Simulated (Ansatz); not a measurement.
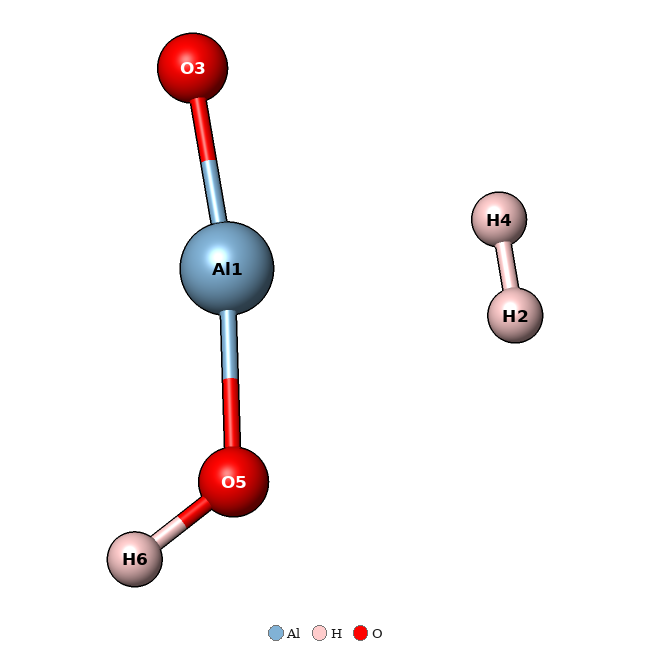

Sticks follow a distance rule. Harmonic vibrations computed with RKS PBE0-D4/def2-TZVP (Ansatz 0.2.0) at a stationary point of the same level.

Question: Is this a minimum or a saddle point?

Answer: A minimum: no imaginary frequency, and the lowest mode lies at 202 cm⁻¹.

Question: How many vibrational modes are there, and where do they lie?

Answer: 12 modes: 202, 227, 236, 250, 428, 458, 562, 774, 917, 1179, 3973, 4132 cm⁻¹.
